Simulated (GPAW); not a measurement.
# Surface energy and work function of Al(100) from slabs of 4 to 14 layers (PBE)

How do energy and work function of Al(100) films settle with thickness, and what surface energy follows?

How it was computed: GPAW 26.7.0, plane waves at 450 eV with PAW setups; symmetric 1×1 slabs cut at the tabulated lattice constant (two decimals; low-temperature values for the alkali metals), atoms at bulk places, 7.5 Å of vacuum on each side, one in-plane mesh for all thicknesses, Fermi-Dirac smearing of 0.1 eV. Energies are extrapolated to zero smearing and count from the program's reference atoms. Functional PBE. The cell's area is 8.201 Å².

The runs, one held back:

| layers | energy (eV) | work function (eV) |
| --- | --- | --- |
| 4 | −13.9554 | 4.33 |
| 5 | −17.7172 | 4.34 |
| 6 | −21.4647 | 4.26 |
| 7 | −25.1970 | 4.25 |
| 8 | −28.9154 | 4.24 |
| 9 | −32.6652 | 4.24 |
| 10 | −36.3910 | 4.28 |
| 11 | −40.1280 | 4.30 |
| 12 | −43.8652 | 4.29 |
| 14 | ? | ? |

**Question.** What surface energy do these runs give, and what energy and work function should the 14-layer slab have?

A: A slab of n layers has E(n) = nε + 2Aγ once its middle is bulk-like. A line through n = 6 to 12 has the slope ε = −3.7335 eV a layer and the intercept 2Aγ = 0.9409 eV (r.m.s. residual 5.6 meV). So γ = 0.9409 / (2 × 8.201 Å²) = 0.0574 eV/Å² = 0.92 J/m², with a standard error of about 0.01 J/m² from the scatter about the line. For 14 layers: 0.9409 + 14 × (−3.7335) = −51.329 eV; the run gives −51.351 eV, 22.6 meV under the line. The work function has no such law: from 6 to 12 layers it moves between 4.24 and 4.30 eV (mean 4.27), and the 14-layer slab gives 4.27 eV. The thinnest slab, 4 layers, lies +0.06 eV from that mean. The measured value for this face is 4.32 eV (“Properties of real metallic surfaces: Effects of density functional semilocality and van der Waals nonlocality” (2017, arxiv:1702.08515)); the unrelaxed 14-layer slab lies 0.05 eV under it.

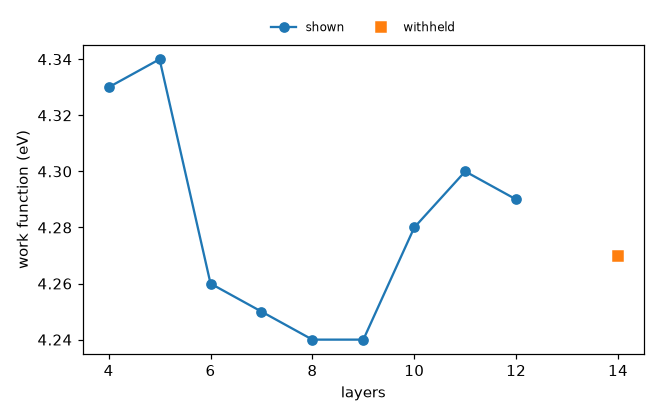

Work function against thickness.

**Limits.** The surfaces are unrelaxed, so γ is an upper bound for this functional and lattice constant. The tabulated lattice constant isn't the functional's own, which strains the slab a little.
